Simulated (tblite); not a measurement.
## C2H3F3GeO2: nudged elastic band

The run: nudged elastic band of C2H3F3GeO2. Method and program: GFN2-xTB climbing-image nudged elastic band, gas phase (tblite 0.8.0).

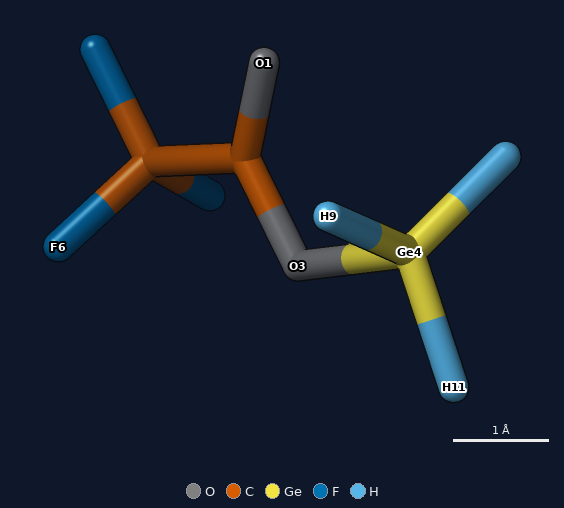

**Figure 1.** The structure (stick view, seen at a tilt; atoms are numbered from 1 in the order of the input). Sticks mark near contacts. Bond lengths as drawn: C–C 1.55 Å, C–F 1.33 to 1.34 Å, C–O 1.20 to 1.29 Å, Ge–H 1.49 Å and Ge–O 1.86 Å.

**Input file**
```
{"job": {"xc": "GFN2-xTB", "basis": "xTB", "kind": "neb"}, "charge": 0, "multiplicity": 1}
O      0.115890    -1.456843     0.114564
C      0.453506    -0.309345     0.003751
O     -0.348840     0.695314    -0.045524
Ge    -2.107256     0.095699     0.081260
C      1.939749     0.115120    -0.096359
F      2.265843     0.944600     0.902043
F      2.767392    -0.925032    -0.043552
F      2.173300     0.762307    -1.244303
H     -2.194101    -0.572129     1.411443
H     -2.302640    -0.784089    -1.106452
H     -2.757419     1.437070    -0.002834
```

The first line tells a small driver script what to run in tblite; the rest is the geometry in Å.

Launched with:
```bash
OMP_NUM_THREADS=1 python <driver script> task.json out
```

**Output**
```
image   E - E0 / eV
  0       0.0000
  1       0.1203
  2       0.3208
  3       0.2782
  4       0.1298
  5       0.0819
  6       0.0442
```

**Summary**

```json
{"quantity": "outcome", "value": "converged"}
{"quantity": "forward barrier", "value": "0.321 eV"}
{"quantity": "hardware", "value": "1 CPU thread, shared host"}
{"quantity": "wall time", "value": "3.3 s"}
{"quantity": "peak memory", "value": "0.19 GiB"}
```
